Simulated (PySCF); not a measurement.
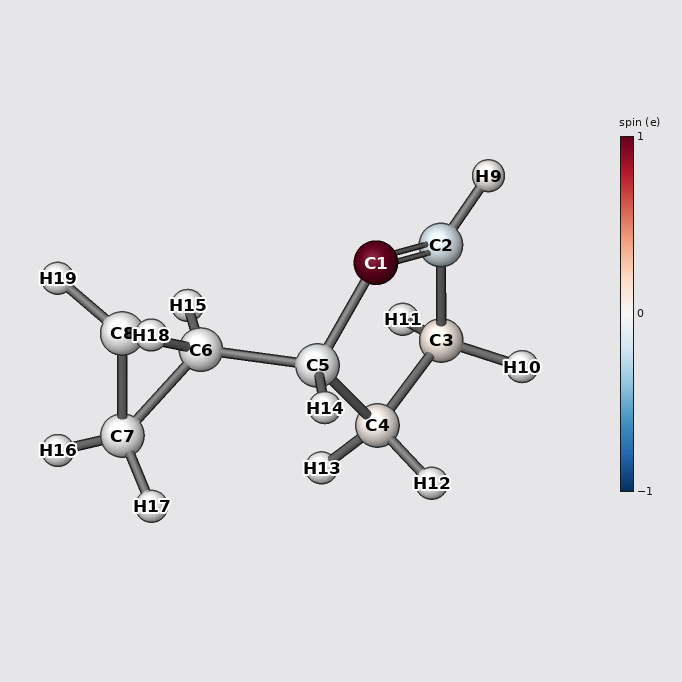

Atoms are coloured by their Mulliken spin populations. State: neutral, doublet. The computed structure is the end point of a GFN2-xTB optimisation. No frequency run is at hand to confirm it as a minimum. Method: UKS B3LYP, pcH-1 on C H, non-relativistic (PySCF 2.14.0).

Give the Mulliken spin populations atom by atom.

```
atom  value (e)
  C1       1.00
  C2      −0.13
  C3       0.08
  C4       0.05
  C5      −0.02
  C6       0.00
  C7       0.00
  C8       0.00
  H9       0.02
 H10       0.00
 H11       0.00
 H12       0.00
 H13       0.00
 H14       0.00
 H15       0.00
 H16       0.00
 H17       0.00
 H18       0.00
 H19       0.00
```

Mulliken values depend strongly on the basis set.
